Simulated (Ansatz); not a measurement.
# H2S with CH3F: superposition error and deformation

How much of this pair's binding is borrowed basis, and how much do the fragments pay to take the shapes they have in the pair?

Program: Ansatz 0.2.0, Gaussian basis. Level of theory: PBE0-D4 structures, single points in def2-TZVPPD. These are calculated values, not measurements.

Levels: PBE-D4, revPBE-D4, BLYP-D4, r2SCAN-D4, B97M-V, PBE0-D4, B3LYP-D4, HSE06-D4, wB97X-V, wB97M-V, B2PLYP, Hartree-Fock, MP2, CCSD, CCSD(T).

Cores are frozen in the correlated methods. B3LYP uses VWN-RPA correlation. B2PLYP carries no dispersion term here.

129 further runs of the same task are left out: 129 set aside as unsound or not needed. Runs told in other sessions of the task aren't counted.

## (1) The starting structure

The relaxed pair: 8 atoms, charge 0, spin multiplicity 1.

Atoms are counted from 1 here; the program's logs count them from 0.

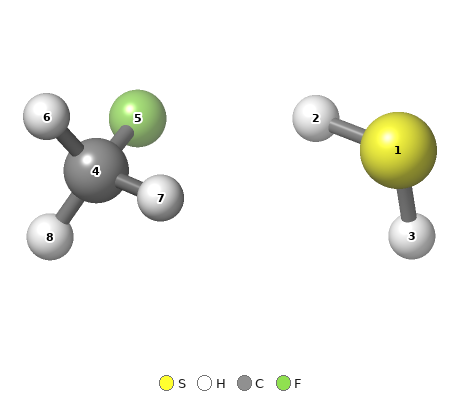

Start geometry, drawn with sulfur yellow, hydrogen white, carbon grey, fluorine green; atoms are numbered from 1 in the order of the file.

Geometry (Å):

```
S    -0.2115    0.5467   -2.4538
H    -0.4813   -0.4164   -1.5569
H     1.0160    0.0609   -2.6909
C    -0.0445    0.0144    1.3753
F    -0.4635   -1.0794    0.6400
H    -0.8457    0.3066    2.0567
H     0.1842    0.8314    0.6882
H     0.8463   -0.2641    1.9414
```

Atoms 1 to 3 are fragment A (H2S), the rest fragment B (CH3F). From earlier runs, pair energy (eV) and counterpoise interaction (meV):

```csv
method,E(pair),interaction
PBE-D4,-14663.79187,-104
revPBE-D4,-14669.75156,-82
BLYP-D4,-14671.88667,-86
r2SCAN-D4,-14670.00221,-96
B97M-V,-14668.87986,-96
PBE0-D4,-14664.89252,-99
B3LYP-D4,-14673.57554,-93
HSE06-D4,-14664.49756,-99
wB97X-V,-14669.75810,-95
wB97M-V,-14670.41211,-91
B2PLYP,-14666.68625,-64
Hartree-Fock,-14634.61503,-17
MP2,-14651.77482,-86
CCSD(T),-14653.47242,-82
```

First each fragment is run alone in its own basis, frozen in the shape it has in the pair (a, b).

## (2) PBE-D4/def2-TZVPPD

a/in.yaml

```yaml
crystal:
  periodic: [false, false, false]
  atoms:
    - {symbol: S, position_ang: [-0.211506, 0.546684, -2.453775]}
    - {symbol: H, position_ang: [-0.481302, -0.416433, -1.556882]}
    - {symbol: H, position_ang: [1.016017, 0.060898, -2.690932]}
basis:
  gaussian: {orbitals: "def2-TZVPPD.json"}
hamiltonian: {xc: pbe, dispersion: d4}
```

b/in.yaml

```yaml
crystal:
  periodic: [false, false, false]
  atoms:
    - {symbol: C, position_ang: [-0.044544, 0.014427, 1.375330]}
    - {symbol: F, position_ang: [-0.463493, -1.079383, 0.640008]}
    - {symbol: H, position_ang: [-0.845700, 0.306607, 2.056726]}
    - {symbol: H, position_ang: [0.184200, 0.831445, 0.688247]}
    - {symbol: H, position_ang: [0.846329, -0.264144, 1.941378]}
basis:
  gaussian: {orbitals: "def2-TZVPPD.json"}
hamiltonian: {xc: pbe, dispersion: d4}
```

The basis file named in the input lies beside it (Basis Set Exchange, JSON).

The same command starts each run, in its folder.

Command:

```console
ansatz run in.yaml --threads 4 --pin off --events-out ev --progress --plain --max-ram 9574MiB
```

a printed:

```text
Functional definition: PBE
  name "PBE"
  cite "Perdew, Burke & Ernzerhof, Phys. Rev. Lett. 77, 3865 (1996) doi:10.1103/PhysRevLett.77.3865"
  parent pbe
  parameter kappa = 0.804
  parameter beta = 0.06672455060314922
  exchange = pbe_x(kappa = kappa, mu = beta*pi^2/3)
  correlation = pbe_c(beta = beta)
436 factors; their error is unknown
mean field evaluation 1: about -10862.7925 eV, gradient 1.6e1 eV
mean field evaluation 2: about -10862.7195 eV, gradient 1.9e1 eV
mean field evaluation 4: about -10863.5910 eV, gradient 9.5e-1 eV
mean field evaluation 8: about -10863.5815 eV, gradient 2.1e-3 eV
mean field -10863.58154055 eV, -399.2292580151 hartree, gradient 1.8e-5 eV, S^2 0.000000; 0 other end points of the search recorded, 0 dependent functions left out
reference -10863.58159031 eV, -399.2292598437 hartree; 9, 9 occupied and 76, 76 virtual orbitals, 436 factors
Total energy: -10863.59662735 eV, -399.2298124448 hartree
```

b printed, cut to the lines that bear on the results:

```text
[... 4 set-up lines as earlier in the session ...]
[...]
548 factors; their error is unknown
[...]
mean field -3800.05941395 eV, -139.6496076900 hartree, gradient 4.1e-5 eV, S^2 0.000000; 0 other end points of the search recorded, 0 dependent functions left out
reference -3800.05945487 eV, -139.6496091937 hartree; 9, 9 occupied and 119, 119 virtual orbitals, 548 factors
Total energy: -3800.08806546 eV, -139.6506606133 hartree
```

Times: 0.25 s (a), 0.45 s (b) on 4 threads of Arm Neoverse V1, shared host.

## (3) r2SCAN-D4/def2-TZVPPD

The same edit goes into each in.yaml of step 2 (a, b):

```diff
-hamiltonian: {xc: pbe, dispersion: d4}
+hamiltonian: {xc: r2scan, dispersion: d4}
```

The same command starts each run, in its folder.

Command:

```console
ansatz run in.yaml --threads 4 --pin off --events-out ev --progress --plain --max-ram 9574MiB
```

a printed, cut to the lines that bear on the results:

```text
Functional definition: r2SCAN
  name "r2SCAN"
  cite "Furness, Kaplan, Ning, Perdew & Sun, J. Phys. Chem. Lett. 11, 8208 (2020) doi:10.1021/acs.jpclett.0c02405"
  cite "Furness, Kaplan, Ning, Perdew & Sun, J. Phys. Chem. Lett. 11, 9248 (2020) doi:10.1021/acs.jpclett.0c03077"
  parent r2scan
[...]
436 factors; their error is unknown
[...]
mean field -10867.55007170 eV, -399.3750988449 hartree, gradient 2.8e-5 eV, S^2 0.000000; 0 other end points of the search recorded, 0 dependent functions left out
reference -10867.55008847 eV, -399.3750994614 hartree; 9, 9 occupied and 76, 76 virtual orbitals, 436 factors
Total energy: -10867.55343688 eV, -399.3752225130 hartree
```

Output in b, cut to the lines that bear on the results:

```text
[... 5 set-up lines as earlier in the session ...]
[...]
548 factors; their error is unknown
[...]
mean field -3802.34395318 eV, -139.7335629582 hartree, gradient 3.6e-5 eV, S^2 0.000000; 0 other end points of the search recorded, 0 dependent functions left out
reference -3802.34396593 eV, -139.7335634266 hartree; 9, 9 occupied and 119, 119 virtual orbitals, 548 factors
Total energy: -3802.35071001 eV, -139.7338112668 hartree
```

Times: 0.7 s (a), 0.95 s (b) on 4 threads of Arm Neoverse V1, shared host.

## (4) PBE0-D4/def2-TZVPPD

The same edit goes into each in.yaml of step 3 (a, b):

```diff
-hamiltonian: {xc: r2scan, dispersion: d4}
+hamiltonian: {xc: pbe0, dispersion: d4}
+output: {orbitals: {seedname: orbitals}}
```

One command serves all of them, each in its own folder.

Command:

```console
ansatz run in.yaml --threads 4 --pin off --events-out ev --progress --plain --max-ram 9574MiB
```

Log of a, cut to the lines that bear on the results:

```text
Functional definition: PBE0
  name "PBE0"
  cite "Adamo & Barone, J. Chem. Phys. 110, 6158 (1999) doi:10.1063/1.478522"
[... 2 set-up lines as earlier in the session ...]
[...]
474 factors; their error is unknown
[...]
mean field -10864.51332397 eV, -399.2635004241 hartree, gradient 4.0e-6 eV, S^2 0.000000; 0 other end points of the search recorded, 0 dependent functions left out
reference -10864.51335908 eV, -399.2635017145 hartree; 9, 9 occupied and 76, 76 virtual orbitals, 474 factors
Total energy: -10864.52553891 eV, -399.2639493149 hartree
```

Output in b, cut to the lines that bear on the results:

```text
[... 5 set-up lines as earlier in the session ...]
[...]
548 factors; their error is unknown
[...]
mean field -3800.24198821 eV, -139.6563171702 hartree, gradient 1.3e-5 eV, S^2 0.000000; 0 other end points of the search recorded, 0 dependent functions left out
reference -3800.24201727 eV, -139.6563182380 hartree; 9, 9 occupied and 119, 119 virtual orbitals, 548 factors
Total energy: -3800.26507566 eV, -139.6571656184 hartree
```

Wall times: 0.3 s (a), 0.55 s (b) on 4 threads of Arm Neoverse V1, shared host.

## (5) B3LYP-D4/def2-TZVPPD

Each input of step 4 (a, b) changes in the same lines:

```diff
-hamiltonian: {xc: pbe0, dispersion: d4}
-output: {orbitals: {seedname: orbitals}}
+hamiltonian: {xc: {name: B3LYP}, dispersion: d4}
```

Each run has its own folder and the same command.

Command:

```console
ansatz run in.yaml --threads 4 --pin off --events-out ev --progress --plain --max-ram 9574MiB
```

Log of a, cut to the lines that bear on the results:

```text
Functional definition: B3LYP
  name "B3LYP"
  cite "Stephens, Devlin, Chabalowski & Frisch, J. Phys. Chem. 98, 11623 (1994) doi:10.1021/j100096a001"
  cite "Becke, Phys. Rev. A 38, 3098 (1988) doi:10.1103/PhysRevA.38.3098"
  cite "Lee, Yang & Parr, Phys. Rev. B 37, 785 (1988) doi:10.1103/PhysRevB.37.785"
  cite "Vosko, Wilk & Nusair, Can. J. Phys. 58, 1200 (1980) doi:10.1139/p80-159"
[...]
462 factors; their error is unknown
[...]
mean field -10868.98949713 eV, -399.4279967537 hartree, gradient 6.6e-6 eV, S^2 0.000000; 0 other end points of the search recorded, 0 dependent functions left out
reference -10868.98971195 eV, -399.4280046482 hartree; 9, 9 occupied and 76, 76 virtual orbitals, 462 factors
Total energy: -10869.01414755 eV, -399.4289026402 hartree
```

Output in b, cut to the lines that bear on the results:

```text
[... 6 set-up lines as earlier in the session ...]
[...]
548 factors; their error is unknown
[...]
mean field -3804.41927034 eV, -139.8098294569 hartree, gradient 6.7e-5 eV, S^2 0.000000; 0 other end points of the search recorded, 0 dependent functions left out
reference -3804.41948269 eV, -139.8098372609 hartree; 9, 9 occupied and 119, 119 virtual orbitals, 548 factors
Total energy: -3804.46519509 eV, -139.8115171604 hartree
```

Wall times: 0.3 s (a), 0.6 s (b) on 4 threads of Arm Neoverse V1, shared host.

## (6) wB97X-V/def2-TZVPPD

The same edit goes into each in.yaml of step 5 (a, b):

```diff
-hamiltonian: {xc: {name: B3LYP}, dispersion: d4}
+hamiltonian: {xc: {name: wB97X-V}}
```

One command serves all of them, each in its own folder.

Command:

```console
ansatz run in.yaml --threads 4 --pin off --events-out ev --progress --plain --max-ram 9574MiB
```

a printed, cut to the lines that bear on the results:

```text
Functional definition: wB97X-V
  name "wB97X-V"
  cite "Mardirossian & Head-Gordon, Phys. Chem. Chem. Phys. 16, 9904 (2014) doi:10.1039/C3CP54374A"
  cite "Becke, J. Chem. Phys. 107, 8554 (1997) doi:10.1063/1.475007"
  cite "Vydrov & Van Voorhis, J. Chem. Phys. 133, 244103 (2010) doi:10.1063/1.3521275"
[...]
      + integral(e_c_pw_opposite_spin*poly(b97_u_opposite, cos0, cos1)) + vv10(b, c)
457 factors; their error is unknown
112 factors; integrals over basis functions are off by at most 4.1e-5 eV
[...]
mean field -10866.69261776 eV, -399.3435879940 hartree, gradient 1.6e-5 eV, S^2 0.000000; 0 other end points of the search recorded, 0 dependent functions left out
reference -10866.69261555 eV, -399.3435879125 hartree; 9, 9 occupied and 76, 76 virtual orbitals, 457 factors
Total energy: -10866.69261555 eV, -399.3435879125 hartree
```

b printed, cut to the lines that bear on the results:

```text
[... 5 set-up lines as earlier in the session ...]
[...]
      + integral(e_c_pw_opposite_spin*poly(b97_u_opposite, cos0, cos1)) + vv10(b, c)
548 factors; their error is unknown
177 factors; integrals over basis functions are off by at most 2.3e-5 eV
[...]
mean field -3802.96819855 eV, -139.7565035524 hartree, gradient 7.6e-5 eV, S^2 0.000000; 0 other end points of the search recorded, 0 dependent functions left out
reference -3802.96819669 eV, -139.7565034841 hartree; 9, 9 occupied and 119, 119 virtual orbitals, 548 factors
Total energy: -3802.96819669 eV, -139.7565034841 hartree
```

Times: 0.8 s (a), 1.5 s (b) on 4 threads of Arm Neoverse V1, shared host.

## (7) wB97M-V/def2-TZVPPD

The same edit goes into each in.yaml of step 6 (a, b):

```diff
-hamiltonian: {xc: {name: wB97X-V}}
+hamiltonian: {xc: {name: wB97M-V}}
```

The same command starts each run, in its folder.

Command:

```console
ansatz run in.yaml --threads 4 --pin off --events-out ev --progress --plain --max-ram 9574MiB
```

Log of a, cut to the lines that bear on the results:

```text
Functional definition: wB97M-V
  name "wB97M-V"
  cite "Mardirossian & Head-Gordon, J. Chem. Phys. 144, 214110 (2016) doi:10.1063/1.4952647"
[... 2 set-up lines as earlier in the session ...]
  # Of w^i u^j: cxij and so on, Table III.
[...]
  gx(w, u) = 1 - cx + cx01*u + cx10*w
[...]
      + integral(e_c_pw_mod_opposite_spin*gos(b97_w_opposite, b97_u_opposite)) + vv10(b, c)
436 factors; their error is unknown
112 factors; integrals over basis functions are off by at most 4.1e-5 eV
[...]
mean field -10867.54405789 eV, -399.3748778414 hartree, gradient 1.8e-5 eV, S^2 0.000000; 0 other end points of the search recorded, 0 dependent functions left out
reference -10867.54411698 eV, -399.3748800131 hartree; 9, 9 occupied and 76, 76 virtual orbitals, 436 factors
Total energy: -10867.54411698 eV, -399.3748800131 hartree
```

Log of b, cut to the lines that bear on the results:

```text
[... 5 set-up lines as earlier in the session ...]
  # Of w^i u^j: cxij and so on, Table III.
[...]
  gx(w, u) = 1 - cx + cx01*u + cx10*w
[...]
      + integral(e_c_pw_mod_opposite_spin*gos(b97_w_opposite, b97_u_opposite)) + vv10(b, c)
548 factors; their error is unknown
177 factors; integrals over basis functions are off by at most 2.3e-5 eV
[...]
mean field -3802.77330054 eV, -139.7493411827 hartree, gradient 1.3e-5 eV, S^2 0.000000; 0 other end points of the search recorded, 0 dependent functions left out
reference -3802.77334697 eV, -139.7493428887 hartree; 9, 9 occupied and 119, 119 virtual orbitals, 548 factors
Total energy: -3802.77334697 eV, -139.7493428887 hartree
```

Times: 0.9 s (a), 1.7 s (b) on 4 threads of Arm Neoverse V1, shared host.

## (8) B2PLYP/def2-TZVPPD

The same edit goes into each in.yaml of step 7 (a, b):

```diff
-hamiltonian: {xc: {name: wB97M-V}}
+hamiltonian: {xc: {name: B2PLYP}}
```

The same command starts each run, in its folder.

Command:

```console
ansatz run in.yaml --threads 4 --pin off --events-out ev --progress --plain --max-ram 9574MiB
```

a printed, cut to the lines that bear on the results:

```text
Functional definition: B2PLYP
  name "B2PLYP"
  cite "Grimme, J. Chem. Phys. 124, 034108 (2006) doi:10.1063/1.2148954"
[... 2 set-up lines as earlier in the session ...]
[...]
471 factors; integrals over basis functions are off by at most 1.1e-3 eV
[...]
mean field -10863.12908454 eV, -399.2126305634 hartree, gradient 1.1e-6 eV, S^2 0.000000; 0 other end points of the search recorded, 0 dependent functions left out
5 core orbitals not correlated: weight in the atoms' cores, before any rotation towards them, 1.000 or more for the frozen orbitals, at most 0.000 for the correlated occupied ones
reference -10863.12921571 eV, -399.2126353840 hartree; 4, 4 occupied and 76, 76 virtual orbitals, 471 factors
second order -6.41055288 eV of doubles, -0.00000000 eV of singles
Total energy: -10864.86006499 eV, -399.2762429217 hartree
```

b printed, cut to the lines that bear on the results:

```text
[... 5 set-up lines as earlier in the session ...]
[...]
753 factors; integrals over basis functions are off by at most 7.7e-4 eV
[...]
mean field -3797.95716333 eV, -139.5723514044 hartree, gradient 4.4e-6 eV, S^2 0.000000; 0 other end points of the search recorded, 0 dependent functions left out
2 core orbitals not correlated: weight in the atoms' cores, before any rotation towards them, 1.000 or more for the frozen orbitals, at most 0.000 for the correlated occupied ones
reference -3797.95728919 eV, -139.5723560298 hartree; 7, 7 occupied and 119, 119 virtual orbitals, 753 factors
second order -14.06497942 eV of doubles, -0.00000000 eV of singles
Total energy: -3801.75483363 eV, -139.7119132141 hartree
```

They took 0.45 s (a), 0.85 s (b) on 4 threads of Arm Neoverse V1, shared host.

## (9) BLYP-D4/def2-TZVPPD

Each input of step 8 (a, b) changes in the same lines:

```diff
-hamiltonian: {xc: {name: B2PLYP}}
+hamiltonian: {xc: {name: BLYP}, dispersion: d4}
```

One command serves all of them, each in its own folder.

Command:

```console
ansatz run in.yaml --threads 4 --pin off --events-out ev --progress --plain --max-ram 9574MiB
```

Output in a, cut to the lines that bear on the results:

```text
Functional definition: BLYP
  name "BLYP"
[... 2 set-up lines as earlier in the session ...]
[...]
436 factors; their error is unknown
[...]
mean field -10868.25307369 eV, -399.4009336916 hartree, gradient 2.8e-5 eV, S^2 0.000000; 0 other end points of the search recorded, 0 dependent functions left out
reference -10868.25336253 eV, -399.4009443062 hartree; 9, 9 occupied and 76, 76 virtual orbitals, 436 factors
Total energy: -10868.28905475 eV, -399.4022559713 hartree
```

Output in b, cut to the lines that bear on the results:

```text
[... 4 set-up lines as earlier in the session ...]
[...]
548 factors; their error is unknown
[...]
mean field -3803.43974321 eV, -139.7738324989 hartree, gradient 2.7e-5 eV, S^2 0.000000; 0 other end points of the search recorded, 0 dependent functions left out
reference -3803.44003864 eV, -139.7738433558 hartree; 9, 9 occupied and 119, 119 virtual orbitals, 548 factors
Total energy: -3803.50847005 eV, -139.7763581639 hartree
```

Wall times: 0.3 s (a), 0.55 s (b) on 4 threads of Arm Neoverse V1, shared host.

## (10) revPBE-D4/def2-TZVPPD

Each input of step 9 (a, b) changes in the same lines:

```diff
-hamiltonian: {xc: {name: BLYP}, dispersion: d4}
+hamiltonian: {xc: {name: revPBE}, dispersion: d4}
```

Each run has its own folder and the same command.

Command:

```console
ansatz run in.yaml --threads 4 --pin off --events-out ev --progress --plain --max-ram 9574MiB
```

Output in a, cut to the lines that bear on the results:

```text
Functional definition: revPBE
  name "revPBE"
  cite "Zhang & Yang, Phys. Rev. Lett. 80, 890 (1998) doi:10.1103/PhysRevLett.80.890"
[... 1 set-up line as earlier in the session ...]
[...]
436 factors; their error is unknown
[...]
mean field -10866.46146993 eV, -399.3350934679 hartree, gradient 2.3e-5 eV, S^2 0.000000; 0 other end points of the search recorded, 0 dependent functions left out
reference -10866.46153293 eV, -399.3350957830 hartree; 9, 9 occupied and 76, 76 virtual orbitals, 436 factors
Total energy: -10866.52180949 eV, -399.3373109059 hartree
```

b printed, cut to the lines that bear on the results:

```text
[... 4 set-up lines as earlier in the session ...]
[...]
548 factors; their error is unknown
[...]
mean field -3803.01717878 eV, -139.7583035427 hartree, gradient 4.6e-5 eV, S^2 0.000000; 0 other end points of the search recorded, 0 dependent functions left out
reference -3803.01723029 eV, -139.7583054354 hartree; 9, 9 occupied and 119, 119 virtual orbitals, 548 factors
Total energy: -3803.14453695 eV, -139.7629838689 hartree
```

Wall times: 0.3 s (a), 0.45 s (b) on 4 threads of Arm Neoverse V1, shared host.

## (11) B97M-V/def2-TZVPPD

The same edit goes into each in.yaml of step 10 (a, b):

```diff
-hamiltonian: {xc: {name: revPBE}, dispersion: d4}
+hamiltonian: {xc: {name: B97M-V}}
```

Each run has its own folder and the same command.

Command:

```console
ansatz run in.yaml --threads 4 --pin off --events-out ev --progress --plain --max-ram 9574MiB
```

a printed, cut to the lines that bear on the results:

```text
Functional definition: B97M-V
  name "B97M-V"
  cite "Mardirossian & Head-Gordon, J. Chem. Phys. 142, 074111 (2015) doi:10.1063/1.4907719"
[... 2 set-up lines as earlier in the session ...]
  # Of w^i u^j: cxij and so on, Table III.
[...]
  gx(w, u) = cx00 + cx01*u + cx02*u^2 + (cx10 + cx11*u)*w
[...]
  gos(w, u) = cos00 + cos01*u + cos03*u^3 + cos10*w + cos32*w^3*u^2
[...]
      + integral(e_c_pw_mod_opposite_spin*gos(b97_w_opposite, b97_u_opposite)) + vv10(b, c)
436 factors; their error is unknown
[...]
mean field -10865.58965875 eV, -399.3030549979 hartree, gradient 2.2e-5 eV, S^2 0.000000; 0 other end points of the search recorded, 0 dependent functions left out
reference -10865.58972997 eV, -399.3030576153 hartree; 9, 9 occupied and 76, 76 virtual orbitals, 436 factors
Total energy: -10865.58972997 eV, -399.3030576153 hartree
```

Output in b, cut to the lines that bear on the results:

```text
[... 5 set-up lines as earlier in the session ...]
  # Of w^i u^j: cxij and so on, Table III.
[...]
  gx(w, u) = cx00 + cx01*u + cx02*u^2 + (cx10 + cx11*u)*w
[...]
  gos(w, u) = cos00 + cos01*u + cos03*u^3 + cos10*w + cos32*w^3*u^2
[...]
      + integral(e_c_pw_mod_opposite_spin*gos(b97_w_opposite, b97_u_opposite)) + vv10(b, c)
548 factors; their error is unknown
[...]
mean field -3803.19207181 eV, -139.7647307429 hartree, gradient 2.6e-5 eV, S^2 0.000000; 0 other end points of the search recorded, 0 dependent functions left out
reference -3803.19212689 eV, -139.7647327670 hartree; 9, 9 occupied and 119, 119 virtual orbitals, 548 factors
Total energy: -3803.19212689 eV, -139.7647327670 hartree
```

Times: 0.9 s (a), 1.6 s (b) on 4 threads of Arm Neoverse V1, shared host.

## (12) HSE06-D4/def2-TZVPPD

The same edit goes into each in.yaml of step 11 (a, b):

```diff
-hamiltonian: {xc: {name: B97M-V}}
+hamiltonian: {xc: hse06, dispersion: d4}
```

Each run has its own folder and the same command.

Command:

```console
ansatz run in.yaml --threads 4 --pin off --events-out ev --progress --plain --max-ram 9574MiB
```

a printed, cut to the lines that bear on the results:

```text
Functional definition: HSE06
  name "HSE06"
  cite "Heyd, Scuseria & Ernzerhof, J. Chem. Phys. 118, 8207 (2003) doi:10.1063/1.1564060"
  cite "Krukau, Vydrov, Izmaylov & Scuseria, J. Chem. Phys. 125, 224106 (2006) doi:10.1063/1.2404663"
  cite "Heyd & Scuseria, J. Chem. Phys. 120, 7274 (2004) doi:10.1063/1.1668634"
  cite "Ernzerhof & Perdew, J. Chem. Phys. 109, 3313 (1998) doi:10.1063/1.476928"
[...]
474 factors; their error is unknown
41 factors; integrals over basis functions are off by at most 8.3e-5 eV
[...]
mean field -10864.30217373 eV, -399.2557407959 hartree, gradient 4.5e-6 eV, S^2 0.000000; 0 other end points of the search recorded, 0 dependent functions left out
reference -10864.30222013 eV, -399.2557425011 hartree; 9, 9 occupied and 76, 76 virtual orbitals, 474 factors
Total energy: -10864.31334222 eV, -399.2561512307 hartree
```

b printed, cut to the lines that bear on the results:

```text
[... 6 set-up lines as earlier in the session ...]
[...]
548 factors; their error is unknown
55 factors; integrals over basis functions are off by at most 6.3e-6 eV
[...]
mean field -3800.06149889 eV, -139.6496843100 hartree, gradient 2.0e-5 eV, S^2 0.000000; 0 other end points of the search recorded, 0 dependent functions left out
reference -3800.06153728 eV, -139.6496857207 hartree; 9, 9 occupied and 119, 119 virtual orbitals, 548 factors
Total energy: -3800.08238824 eV, -139.6504519796 hartree
```

Wall times: 0.35 s (a), 0.65 s (b) on 4 threads of Arm Neoverse V1, shared host.

(Part 1 of 3 ends here.)
